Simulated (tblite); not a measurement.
## C2H9ClSi3: geometry relaxation

C2H9ClSi3, computed with GFN2-xTB geometry optimisation, gas phase (tblite 0.8.0).

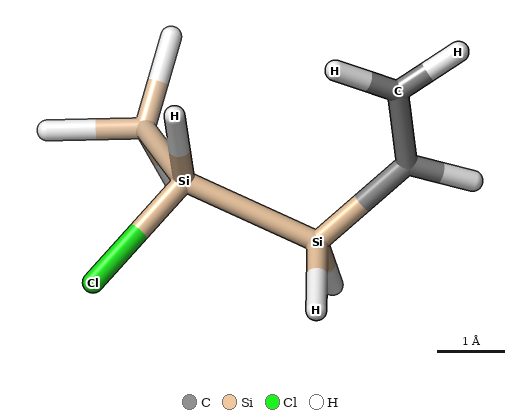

*The structure as given in the input (stick view, seen at a tilt).*

Bond lengths as drawn: Cl–Si 2.12 Å, C–C 1.34 Å, C–H 1.09 to 1.10 Å, C–Si 1.83 Å, H–Si 1.46 to 1.49 Å and Si–Si 2.20 to 2.21 Å.

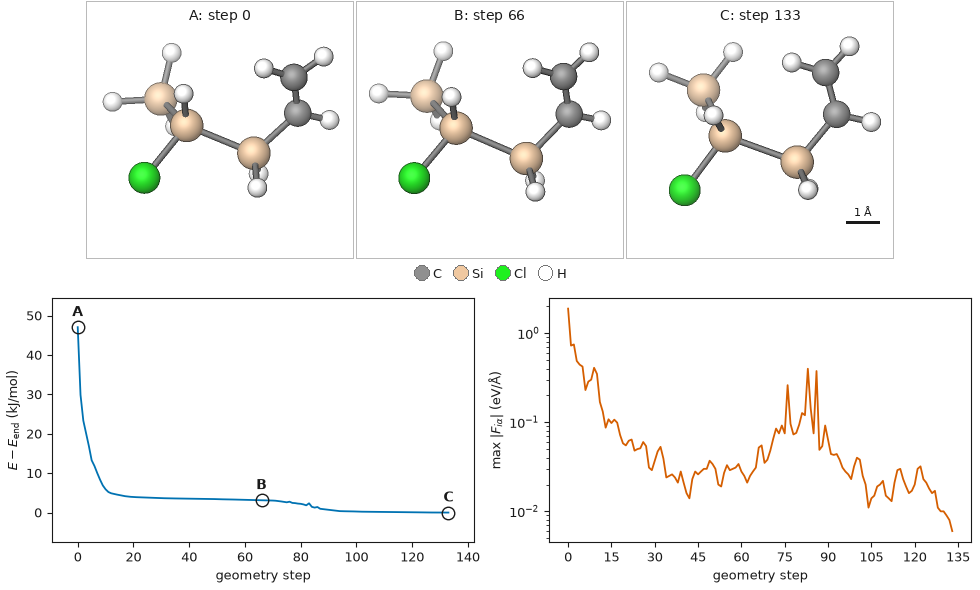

*Frames of the relaxation (ball-and-stick view, seen at a tilt) above the curves, on which the letters mark them (steps are counted from 0).*

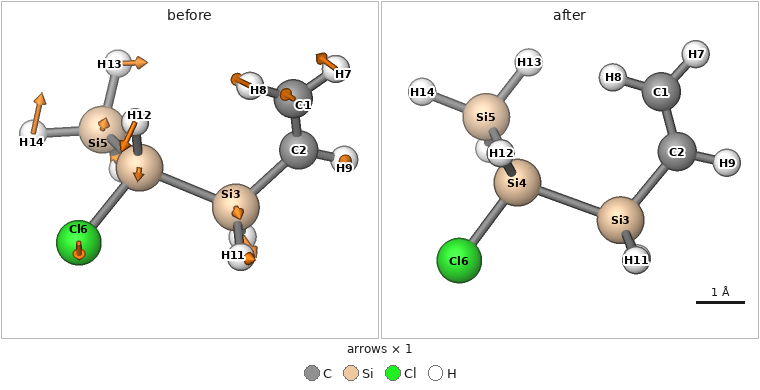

*Before (left) and after (right) the relaxation, at one scale (ball-and-stick view, seen at a tilt). The orange arrows give the displacements, at true length.*

The energy falls by 47.1 kJ/mol in 133 geometry steps. Largest force component: 1.9 eV/Å at the start, 0.006 eV/Å at the end. The atom that moves furthest after the best rigid fit is H8 (1.05 Å). By element the largest moves are H 1.05 Å, Cl 0.65 Å, C 0.64 Å, Si 0.39 Å. Among the contacts that change: Si4–Si5 2.200 → 2.328 Å, Si3–Si4 2.214 → 2.330 Å, C2–Si3 1.826 → 1.885 Å, Si4–Cl6 2.119 → 2.061 Å. Among the angles that change: Si4–Si3–H11 106.9° → 115.5°, C2–C1–H7 114.8° → 122.7°, Si4–Si5–H14 107.5° → 114.6°. (Atoms are counted from 1 in the order of the input.)

The input and output of the run follow.

Input:
```
{"job": {"kind": "relax", "xc": "GFN2-xTB", "basis": "xTB"}, "charge": 0, "multiplicity": 1}
C      2.089800     1.347000     0.791100
C      2.066100     0.633400    -0.337200
Si     1.005500    -0.830100    -0.596700
Si    -0.897400    -0.787000     0.534300
Si    -2.554500     0.221300    -0.503500
Cl    -1.501400    -2.800300     0.800200
H      2.791900     2.199200     0.786300
H      1.455000     1.140900     1.651200
H      2.748000     0.902600    -1.155700
H      0.678800    -0.960600    -2.032100
H      1.738400    -2.037500    -0.161100
H     -0.682000    -0.274500     1.905800
H     -2.622200     1.656900    -0.254000
H     -3.808700    -0.357400    -0.000300
H     -2.511900    -0.046100    -1.967000
```

The first line tells a small driver script what to run in tblite; the rest is the geometry in Å.

Launched with:
```bash
OMP_NUM_THREADS=1 python <driver script> task.json out
```

Log:
```
step      E/eV     max force
  0    -505.34034    2.276
  1    -505.51844    1.009
  2    -505.58611    0.884
  3    -505.61995    0.568
  4    -505.65314    0.512
  5    -505.69061    0.439
  6    -505.70552    0.260
  7    -505.72414    0.296
  8    -505.74150    0.322
  9    -505.75677    0.410
 10    -505.76697    0.361
 11    -505.77408    0.196
 12    -505.77741    0.148
 13    -505.77916    0.114
 14    -505.78072    0.115
 15    -505.78217    0.121
 16    -505.78372    0.132
 17    -505.78503    0.114
 18    -505.78600    0.089
 19    -505.78671    0.068
 20    -505.78724    0.060
 21    -505.78763    0.062
 22    -505.78793    0.064
 23    -505.78822    0.050
 24    -505.78855    0.057
 25    -505.78893    0.057
 26    -505.78933    0.074
 27    -505.78965    0.060
 28    -505.78986    0.032
 29    -505.79002    0.035
 30    -505.79019    0.045
 31    -505.79040    0.060
 32    -505.79061    0.057
 33    -505.79078    0.040
 34    -505.79091    0.028
 35    -505.79101    0.026
 36    -505.79111    0.030
 37    -505.79121    0.029
 38    -505.79133    0.028
 39    -505.79147    0.033
 40    -505.79160    0.025
 41    -505.79168    0.019
 42    -505.79173    0.016
 43    -505.79178    0.023
 44    -505.79187    0.030
 45    -505.79199    0.035
 46    -505.79212    0.033
 47    -505.79226    0.035
 48    -505.79241    0.033
 49    -505.79262    0.039
 50    -505.79289    0.045
 51    -505.79313    0.037
 52    -505.79327    0.024
 53    -505.79336    0.025
 54    -505.79347    0.035
 55    -505.79364    0.047
 56    -505.79385    0.043
 57    -505.79404    0.041
 58    -505.79419    0.043
 59    -505.79434    0.040
 60    -505.79453    0.041
 61    -505.79474    0.034
 62    -505.79489    0.030
 63    -505.79499    0.028
 64    -505.79511    0.029
 65    -505.79530    0.043
 66    -505.79559    0.060
 67    -505.79590    0.058
 68    -505.79614    0.042
 69    -505.79632    0.039
 70    -505.79655    0.054
 71    -505.79700    0.083
 72    -505.79782    0.105
 73    -505.79888    0.098
 74    -505.79992    0.114
 75    -505.80116    0.102
 76    -505.79953    0.340
 77    -505.80273    0.111
 78    -505.80326    0.081
 79    -505.80452    0.086
 80    -505.80513    0.099
 81    -505.80671    0.133
 82    -505.80910    0.128
 83    -505.80375    0.514
 84    -505.81308    0.151
 85    -505.81508    0.087
 86    -505.81353    0.473
 87    -505.81820    0.052
 88    -505.81910    0.058
 89    -505.82017    0.104
 90    -505.82077    0.073
 91    -505.82175    0.056
 92    -505.82283    0.060
 93    -505.82386    0.047
 94    -505.82434    0.039
 95    -505.82461    0.033
 96    -505.82473    0.030
 97    -505.82481    0.029
 98    -505.82495    0.027
 99    -505.82515    0.039
100    -505.82543    0.041
101    -505.82570    0.050
102    -505.82586    0.031
103    -505.82593    0.023
104    -505.82596    0.016
105    -505.82600    0.017
106    -505.82606    0.021
107    -505.82614    0.024
108    -505.82624    0.021
109    -505.82633    0.023
110    -505.82639    0.016
111    -505.82643    0.015
112    -505.82646    0.015
113    -505.82653    0.021
114    -505.82663    0.030
115    -505.82679    0.033
116    -505.82695    0.026
117    -505.82706    0.021
118    -505.82714    0.024
119    -505.82720    0.025
120    -505.82728    0.026
121    -505.82738    0.037
122    -505.82752    0.042
123    -505.82766    0.033
124    -505.82778    0.025
125    -505.82786    0.021
126    -505.82792    0.020
127    -505.82798    0.022
128    -505.82802    0.015
129    -505.82804    0.013
130    -505.82806    0.012
131    -505.82808    0.011
132    -505.82810    0.011
133    -505.82812    0.008
```

Trajectory as extended XYZ (Å, eV, eV/Å), 7 of the 134 frames kept, from step=0 to step=133:
```
15
Properties=species:S:1:pos:R:3:forces:R:3 step=0 energy=-505.34034
C     2.0898    1.3470    0.7911    0.6660   0.4400  -0.8910
C     2.0661    0.6334   -0.3372    0.7210   0.9800   0.3190
Si    1.0055   -0.8301   -0.5967    0.6230  -1.5400  -0.9080
Si   -0.8974   -0.7870    0.5343   -0.0310  -1.2700   1.8880
Si   -2.5545    0.2213   -0.5035   -1.7980   0.4950  -0.9880
Cl   -1.5014   -2.8003    0.8002    0.2260   0.6990   0.0000
H     2.7919    2.1992    0.7863   -0.6060  -0.4390   0.6420
H     1.4550    1.1409    1.6512    0.3620   0.1950  -0.3810
H     2.7480    0.9026   -1.1557   -0.2830   0.0300   0.4600
H     0.6788   -0.9606   -2.0321    0.2040   0.0100   0.0220
H     1.7384   -2.0375   -0.1611    0.1500   0.0870  -0.2410
H    -0.6820   -0.2745    1.9058   -0.1290  -0.1440  -0.0060
H    -2.6222    1.6569   -0.2540    0.0200   0.1030  -0.1040
H    -3.8087   -0.3574   -0.0003   -0.0870   0.1540  -0.1560
H    -2.5119   -0.0461   -1.9670   -0.0390   0.2000   0.3430
15
Properties=species:S:1:pos:R:3:forces:R:3 step=22 energy=-505.78793
C     2.1269    1.3729    0.7487    0.0000   0.0080  -0.0070
C     2.1263    0.6278   -0.3449   -0.0060  -0.0070   0.0110
Si    1.0868   -0.9252   -0.5976   -0.0160  -0.0270   0.0040
Si   -0.9218   -0.8368    0.5898    0.0300   0.0090   0.0040
Si   -2.6909    0.2280   -0.4877   -0.0060  -0.0250   0.0110
Cl   -1.4928   -2.7888    0.9253    0.0000  -0.0010   0.0000
H     2.7506    2.2475    0.8561    0.0060   0.0070   0.0140
H     1.5002    1.1410    1.5957   -0.0080   0.0100  -0.0100
H     2.7846    0.9148   -1.1560   -0.0110  -0.0020   0.0030
H     0.8047   -0.9987   -2.0437    0.0120  -0.0040   0.0150
H     1.9528   -2.0786   -0.3005   -0.0060   0.0140   0.0020
H    -0.7526   -0.3404    1.9709   -0.0030  -0.0010  -0.0640
H    -2.6719    1.6769   -0.2682    0.0280  -0.0170  -0.0030
H    -4.0221   -0.2376   -0.0923   -0.0080   0.0050   0.0060
H    -2.5852    0.0052   -1.9346   -0.0120   0.0310   0.0130
15
Properties=species:S:1:pos:R:3:forces:R:3 step=44 energy=-505.79187
C     2.1092    1.3802    0.7477   -0.0060   0.0000  -0.0020
C     2.1215    0.6253   -0.3394    0.0040  -0.0080  -0.0070
Si    1.0986   -0.9389   -0.6029    0.0110   0.0130   0.0070
Si   -0.9211   -0.8586    0.5574   -0.0100   0.0020  -0.0280
Si   -2.6986    0.2224   -0.4872    0.0100  -0.0020   0.0160
Cl   -1.4818   -2.8031    0.9380   -0.0030  -0.0100  -0.0110
H     2.7344    2.2548    0.8571   -0.0210  -0.0160  -0.0020
H     1.4703    1.1577    1.5885    0.0060   0.0040  -0.0170
H     2.7888    0.9071   -1.1454   -0.0030   0.0010   0.0130
H     0.8509   -1.0259   -2.0536    0.0030  -0.0020   0.0070
H     1.9689   -2.0801   -0.2775    0.0050  -0.0010   0.0040
H    -0.7491   -0.3292    1.9217    0.0060   0.0070   0.0170
H    -2.6186    1.6625   -0.2323   -0.0030   0.0150  -0.0050
H    -4.0331   -0.2112   -0.0696   -0.0090  -0.0010   0.0140
H    -2.6446    0.0450   -1.9414    0.0090  -0.0010  -0.0040
15
Properties=species:S:1:pos:R:3:forces:R:3 step=66 energy=-505.79559
C     2.0318    1.3970    0.7192   -0.0060   0.0070  -0.0160
C     2.1223    0.6134   -0.3441    0.0140   0.0050   0.0200
Si    1.1431   -0.9788   -0.6035    0.0300   0.0270  -0.0010
Si   -0.8973   -0.8664    0.5126   -0.0290   0.0090   0.0520
Si   -2.6885    0.2660   -0.4528    0.0200  -0.0270   0.0150
Cl   -1.4950   -2.8144    0.8164   -0.0120  -0.0230   0.0050
H     2.6306    2.2882    0.8400   -0.0100  -0.0120  -0.0070
H     1.3488    1.1849    1.5276    0.0150   0.0040  -0.0260
H     2.8312    0.8870   -1.1167   -0.0140  -0.0100   0.0090
H     0.9515   -1.1279   -2.0565   -0.0030   0.0090  -0.0030
H     2.0191   -2.0936   -0.2056   -0.0040   0.0070   0.0020
H    -0.7136   -0.3870    1.8990   -0.0120  -0.0300  -0.0350
H    -2.5673    1.7050   -0.2128    0.0100   0.0250  -0.0040
H    -4.0061   -0.1380    0.0434   -0.0030   0.0030   0.0060
H    -2.7150    0.0726   -1.9050    0.0030   0.0060  -0.0160
15
Properties=species:S:1:pos:R:3:forces:R:3 step=89 energy=-505.82017
C     1.6649    1.5743    0.4643    0.0260  -0.0920  -0.0420
C     2.0844    0.5882   -0.3147   -0.0140   0.0910   0.0380
Si    1.2706   -1.1019   -0.4962   -0.0200   0.0140  -0.0270
Si   -0.8695   -1.0847    0.4276   -0.0090  -0.0080   0.0640
Si   -2.5125    0.4158   -0.2626   -0.0100   0.0080   0.0170
Cl   -1.6575   -2.9707    0.1313    0.0260   0.0090  -0.0010
H     2.2035    2.5061    0.5548   -0.0580   0.0290  -0.0200
H     0.7636    1.4923    1.0552    0.0630  -0.0150  -0.0040
H     2.9852    0.7493   -0.8969   -0.0040  -0.0090   0.0740
H     1.2858   -1.3821   -1.9419   -0.0250  -0.0500   0.0000
H     2.1859   -2.0835    0.1161   -0.0110   0.0230  -0.0300
H    -0.7474   -1.0392    1.9016   -0.0160   0.0080  -0.0470
H    -2.0159    1.7925   -0.1559    0.0100  -0.0310  -0.0270
H    -3.7437    0.3660    0.5370    0.0330  -0.0110  -0.0380
H    -2.9016    0.1855   -1.6587    0.0080   0.0340   0.0450
15
Properties=species:S:1:pos:R:3:forces:R:3 step=111 energy=-505.82643
C     1.6153    1.5815    0.4338   -0.0080   0.0000  -0.0010
C     2.0796    0.5859   -0.3033   -0.0030  -0.0060  -0.0040
Si    1.2744   -1.1091   -0.4841    0.0060   0.0000  -0.0050
Si   -0.8642   -1.1053    0.4395    0.0010  -0.0030   0.0010
Si   -2.4735    0.4326   -0.2448    0.0030  -0.0020   0.0000
Cl   -1.6267   -2.9877    0.0771   -0.0080   0.0010   0.0060
H     2.1197    2.5329    0.5139    0.0000   0.0040   0.0020
H     0.6994    1.4908    0.9981   -0.0050   0.0020   0.0030
H     3.0052    0.7413   -0.8439   -0.0010   0.0060   0.0050
H     1.2553   -1.4166   -1.9242    0.0060  -0.0010  -0.0080
H     2.2099   -2.0794    0.1118   -0.0060  -0.0030  -0.0050
H    -0.7786   -1.0908    1.9127    0.0060   0.0040   0.0050
H    -1.9263    1.7908   -0.1611   -0.0040  -0.0130  -0.0010
H    -3.6947    0.4172    0.5663    0.0000   0.0100   0.0050
H    -2.8993    0.2239   -1.6308    0.0140   0.0030  -0.0040
15
Properties=species:S:1:pos:R:3:forces:R:3 step=133 energy=-505.82812
C     1.5907    1.5637    0.4525    0.0020   0.0030   0.0020
C     2.0612    0.5823   -0.3000    0.0020   0.0000  -0.0040
Si    1.2624   -1.1125   -0.5109   -0.0060   0.0020  -0.0030
Si   -0.8532   -1.1048    0.4647    0.0030   0.0020  -0.0010
Si   -2.4475    0.4286   -0.2604   -0.0010   0.0060   0.0050
Cl   -1.6395   -2.9906    0.1906    0.0020  -0.0010  -0.0010
H     2.0904    2.5164    0.5473   -0.0020   0.0000  -0.0010
H     0.6761    1.4604    1.0168    0.0010  -0.0020  -0.0020
H     2.9858    0.7540   -0.8377   -0.0010  -0.0020   0.0030
H     1.2135   -1.3810   -1.9588    0.0010   0.0010   0.0040
H     2.2094   -2.0986    0.0370    0.0030  -0.0030   0.0000
H    -0.7349   -1.0356    1.9340    0.0010  -0.0010   0.0040
H    -1.9048    1.7869   -0.1597    0.0010  -0.0040  -0.0010
H    -3.6958    0.4189    0.5076   -0.0060   0.0000   0.0010
H    -2.8182    0.2198   -1.6619   -0.0010   0.0000  -0.0060
```

Key numbers:

- outcome: converged
- total energy: −505.8281 eV
- hardware: 1 CPU thread, shared host
- wall time: 1.9 s
- peak memory: 0.18 GiB
